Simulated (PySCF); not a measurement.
# CH9GaN2 (SMILES C[NH][GaH2-][NH3+]): levels of theory compared

We compute a comparison of 6 runs (HF/STO-3G, HF/3-21G, B2PLYP/STO-3G, BP86/def2-TZVP, r2SCAN/def2-TZVP, MP2/3-21G) of CH9GaN2. Input form: a Python script.

Program for the calculation: PySCF 2.14.0.

1 further run of the same task is left out (set aside as unsound or not needed).

## Step 1: Starting point

CH9GaN2 has 13 atoms, charge 0, and is taken as a singlet. As SMILES, `C[NH][GaH2-][NH3+]`. Geometry: a GFN2-xTB relaxation, a rough one for these elements and not checked as a minimum. This is one conformer, not always the lowest.

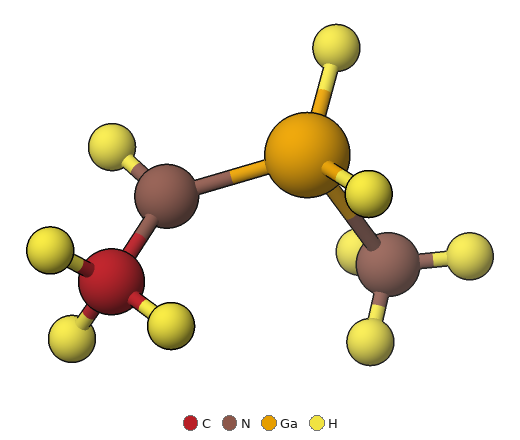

Viewed from a chosen angle; carbon red, nitrogen brown, gallium amber, hydrogen yellow.

## Step 2: Energy and gradient at HF/STO-3G (run 1)

The input, run.py:

```python
import pyscf.grad
from pyscf import gto, scf

molecule = gto.Mole()
molecule.atom = '''
C       -1.604750       1.228410      -0.135600
N       -0.147470       1.155100      -0.131180
Ga       0.891450       0.019630       0.852100
N        0.993280      -1.729020      -0.465200
H       -1.979610       2.155210       0.313180
H       -1.997510       0.389940       0.444870
H       -2.007900       1.158530      -1.154970
H        0.245260       1.995280      -0.544520
H        0.227020      -0.718480       2.032720
H        2.390690       0.367030       0.871150
H        1.432930      -1.467730      -1.346100
H        0.046270      -2.043800      -0.669060
H        1.510370      -2.510100      -0.067410
'''
molecule.verbose = 4
molecule.max_memory = 1860
molecule.basis = 'sto-3g'
molecule.charge = 0
molecule.spin = 0
molecule.build()

myscf = scf.RHF(molecule)
myscf.conv_tol = 1e-10
myscf.kernel()
if not myscf.converged:
    myscf = myscf.newton().run(myscf.mo_coeff, myscf.mo_occ)

e_final = myscf.e_tot
print('E = %.10f Eh' % e_final)
grad = myscf.Gradients().kernel()
myscf.analyze()
```

Command:

```
$ OMP_NUM_THREADS=1 python run.py
```

What it wrote:

```text
PySCF version 2.14.0

[... 71 lines left out ...]
converged SCF energy = -2051.03077350397
[... 18 lines left out ...]
DFT Exchange-Correlation Energy =      -96.327531889857028
[... 7 lines left out ...]
MO #6   energy= -15.4506490362677  occ= 2
[... 5 lines left out ...]
MO #12  energy= -3.83053114310218  occ= 2
[... 5 lines left out ...]
MO #18  energy= -0.572618038420104 occ= 2
[... 5 lines left out ...]
MO #24  energy= -0.349676059154455 occ= 2
[... 5 lines left out ...]
MO #30  energy= -0.194494168060139 occ= 2
[... 5 lines left out ...]
MO #36  energy= 0.631147373934093  occ= 0
[... 5 lines left out ...]
MO #42  energy= 0.865202249041991  occ= 0
[... 58 lines left out ...]
Dipole moment(X, Y, Z, Debye):  0.53360, -4.17461, -3.14834
```

Run time: 4.2 s. Hardware: 1 thread of Intel Xeon at 2.70GHz, shared host; peak memory 0.12 GiB.

## Step 3: Energy and gradient at HF/3-21G (run 2)

The input, mol.xyz:

```xyz
13

C     -1.604750     1.228410    -0.135600
N     -0.147470     1.155100    -0.131180
Ga     0.891450     0.019630     0.852100
N      0.993280    -1.729020    -0.465200
H     -1.979610     2.155210     0.313180
H     -1.997510     0.389940     0.444870
H     -2.007900     1.158530    -1.154970
H      0.245260     1.995280    -0.544520
H      0.227020    -0.718480     2.032720
H      2.390690     0.367030     0.871150
H      1.432930    -1.467730    -1.346100
H      0.046270    -2.043800    -0.669060
H      1.510370    -2.510100    -0.067410
```

The input, run.py:

```python
# C[NH][GaH2-][NH3+]
from pyscf import gto

mol = gto.Mole()
mol.atom = 'mol.xyz'
mol.basis = '3-21g'
mol.spin = 0
mol.verbose = 3
mol.max_memory = 1860
mol.build()

myscf = mol.RHF()
myscf.conv_tol = 1e-10
myscf.kernel()
if not myscf.converged:
    myscf = myscf.newton().run(myscf.mo_coeff, myscf.mo_occ)

e_tot = myscf.e_tot
print(f'total energy: {e_tot:.8f} hartree')
grad = myscf.nuc_grad_method().kernel()
myscf.analyze()
```

Command:

```
$ OMP_NUM_THREADS=1 python run.py
```

What it wrote:

```text
converged SCF energy = -2065.03831384568
[... 12 lines left out ...]
MO #3   energy= -42.1744106008532  occ= 2
[... 7 lines left out ...]
MO #11  energy= -4.36713470218418  occ= 2
[... 7 lines left out ...]
MO #19  energy= -1.03766523034024  occ= 2
[... 7 lines left out ...]
MO #27  energy= -0.466936328333803 occ= 2
[... 7 lines left out ...]
MO #35  energy= 0.310532446396824  occ= 0
[... 7 lines left out ...]
MO #43  energy= 0.436241658860126  occ= 0
[... 7 lines left out ...]
MO #51  energy= 1.1620516597654    occ= 0
[... 7 lines left out ...]
MO #59  energy= 1.5013605293852    occ= 0
[... 7 lines left out ...]
MO #67  energy= 2.8184040912964    occ= 0
[... 14 lines left out ...]
Dipole moment(X, Y, Z, Debye):  0.04486, -3.62405, -3.27728
```

Wall time 4.8 s (1 thread of Intel Xeon at 2.70GHz, shared host); peak memory 0.14 GiB.

Run 3 isn't shown in full; the table further down has it.

## Step 4: Energy and gradient at BP86/def2-TZVP (run 4)

The input, calc.py:

```python
import pyscf.grad
from pyscf import gto, dft

system = gto.Mole()
system.atom = '''
C     -3.032538     2.321358    -0.256247
N     -0.278678     2.182823    -0.247894
Ga     1.684596     0.037095     1.610236
N      1.877027    -3.267374    -0.879101
H     -3.740921     4.072757     0.591824
H     -3.774747     0.736880     0.840682
H     -3.794381     2.189304    -2.182577
H      0.463474     3.770533    -1.028994
H      0.429006    -1.357730     3.841284
H      4.517749     0.693586     1.646235
H      2.707845    -2.773608    -2.543760
H      0.087438    -3.862222    -1.264340
H      2.854186    -4.743402    -0.127386
'''
system.verbose = 3
system.charge = 0
system.basis = 'def2-tzvp'
system.spin = 0
system.unit = 'bohr'
system.max_memory = 1860
system.build()

calc0 = dft.RKS(system)
calc0.xc = 'bp86'
calc0.grids.level = 5
calc0.conv_tol = 1e-10
calc0.kernel()
if not calc0.converged:
    calc0 = calc0.newton().run(calc0.mo_coeff, calc0.mo_occ)

e_final = calc0.e_tot
print('E(%s) = %.9f' % ('BP86', e_final))
grad = calc0.Gradients().kernel()
dip = calc0.dip_moment()
pop, q = calc0.mulliken_pop()
```

Command:

```
$ OMP_NUM_THREADS=1 python calc.py
```

What it wrote:

```text
converged SCF energy = -2078.21963020258
[... 9 lines left out ...]
Dipole moment(X, Y, Z, Debye):  0.05479, -3.03425, -2.94053
[... 209 lines left out ...]
charge of   12H =      0.26283
```

Run time: 3.3 min. Hardware: 1 thread of Intel Xeon at 2.70GHz, shared host; peak memory 3 GiB.

Run 5 isn't shown in full; the table further down has it.

## Step 5: Energy and forces at MP2/3-21G (run 6)

The input, input.xyz:

```xyz
13

C     -1.604750     1.228410    -0.135600
N     -0.147470     1.155100    -0.131180
Ga     0.891450     0.019630     0.852100
N      0.993280    -1.729020    -0.465200
H     -1.979610     2.155210     0.313180
H     -1.997510     0.389940     0.444870
H     -2.007900     1.158530    -1.154970
H      0.245260     1.995280    -0.544520
H      0.227020    -0.718480     2.032720
H      2.390690     0.367030     0.871150
H      1.432930    -1.467730    -1.346100
H      0.046270    -2.043800    -0.669060
H      1.510370    -2.510100    -0.067410
```

The input, run.py:

```python
# C[NH][GaH2-][NH3+]
from pyscf import gto, mp

molecule = gto.M(
    atom='input.xyz',
    basis='3-21g',
    max_memory=1860,
    verbose=3,
)

calc0 = molecule.RHF()
calc0.conv_tol = 1e-10
calc0.kernel()
if not calc0.converged:
    calc0 = calc0.newton().run(calc0.mo_coeff, calc0.mo_occ)

pt = mp.MP2(calc0, frozen=12).run()
etot = pt.e_tot
print('E = %.10f Eh' % etot)
grad = pt.nuc_grad_method().kernel()
calc0.analyze()
```

Command:

```
$ OMP_NUM_THREADS=1 python run.py
```

What it wrote:

```text
converged SCF energy = -2065.03831384568
[... 14 lines left out ...]
MO #3   energy= -42.1744106008532  occ= 2
[... 7 lines left out ...]
MO #11  energy= -4.36713470218418  occ= 2
[... 7 lines left out ...]
MO #19  energy= -1.03766523034024  occ= 2
[... 7 lines left out ...]
MO #27  energy= -0.466936328333803 occ= 2
[... 7 lines left out ...]
MO #35  energy= 0.310532446396824  occ= 0
[... 7 lines left out ...]
MO #43  energy= 0.436241658860126  occ= 0
[... 7 lines left out ...]
MO #51  energy= 1.1620516597654    occ= 0
[... 7 lines left out ...]
MO #59  energy= 1.5013605293852    occ= 0
[... 7 lines left out ...]
MO #67  energy= 2.8184040912964    occ= 0
[... 14 lines left out ...]
Dipole moment(X, Y, Z, Debye):  0.04486, -3.62405, -3.27728
```

It took 7.8 s on 1 thread of Intel Xeon at 2.70GHz, shared host; peak memory 0.36 GiB.

## Step 6: All runs side by side

```csv
run,level,task,frozen core orbitals,energy (Eh),dipole moment (D) of the reference,HOMO energy (eV),LUMO energy (eV),wall time
1,HF/STO-3G,gradient,–,-2051.030774,5.26,-5.29,10.50,4.2 s
2,HF/3-21G,gradient,–,-2065.038314,4.89,-8.52,4.05,4.8 s
3,B2PLYP/STO-3G,energy,12,-2052.719019,5.53,-1.35,7.49,22 s
4,BP86/def2-TZVP,gradient,–,-2078.219630,4.23,-4.44,-0.60,3.3 min
5,r2SCAN/def2-TZVP,gradient,–,-2077.852583,4.31,-4.55,-0.01,4.6 min
6,MP2/3-21G,gradient,12,-2065.394773,4.89,-8.52,4.05,7.8 s
```

## Step 7: Results

```
                                           quantity           value
                                run 6: total energy  -2065.39477 Eh
        run 6: dipole moment (Hartree–Fock density)          4.89 D
         run 6: HOMO energy (Hartree–Fock orbitals)        -8.52 eV
         run 6: LUMO energy (Hartree–Fock orbitals)         4.05 eV
       run 6: HOMO–LUMO gap (Hartree–Fock orbitals)        12.58 eV
run 6: correlation energy (12 core orbitals frozen)      -356.5 mEh
                    run 6: largest force on an atom      1.342 eV/Å
```

What this shows: Over runs 1, 2, 3, 4, 5 the dipole moment (its size) runs from 4.23 D (BP86/def2-TZVP) to 5.53 D (B2PLYP/STO-3G). The two ends differ in method and basis. A double hybrid's value is that of its SCF part. Over runs 1, 2, 3, 4, 5 the HOMO–LUMO gap runs from 3.83 eV (BP86/def2-TZVP) to 15.79 eV (HF/STO-3G). Totals of different functionals can't be ranked against each other. In runs 1, 3 the basis is minimal, so the values are rough. All runs together took 8.5 min, the longest 4.6 min.
